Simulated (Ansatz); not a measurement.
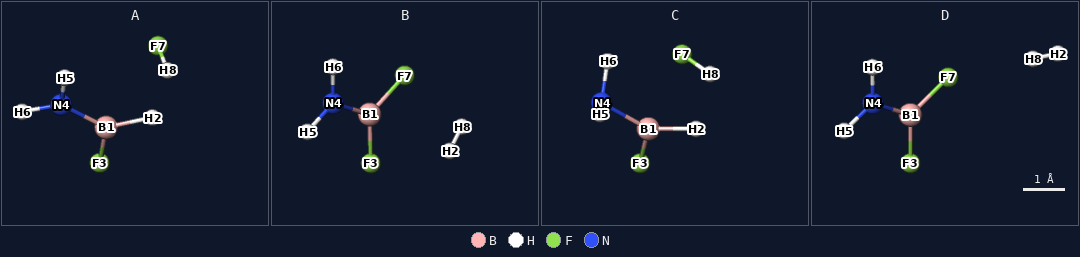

4 geometries from a converged minimum-energy path of BNH$_{4}$F$_{2}$, shuffled. The picture is a ball-and-stick view, seen at a tilt.

The calculation used RKS PBE/cc-pVDZ (Ansatz). Run with 5 movable images; climbing image; force threshold 0.03 eV/Å; iteration limit 60; starting path through a guess of the saddle point.

### Which frame is the transition state?

C. In order along the path, whose images run from 0 to 6: A (image 0, 0.0 kJ/mol), C (image 2, +81.7 kJ/mol), B (image 4, −111.7 kJ/mol), D (image 6, −116.9 kJ/mol). Breaking: B1–H2 (1.23 → 1.24 at the top → 4.12 Å), F7–H8 (0.94 → 0.95 at the top → 2.45 Å). Forming: B1–F7 (2.77 → 2.30 at the top → 1.36 Å), H2–H8 (1.67 → 1.77 at the top → 0.77 Å).
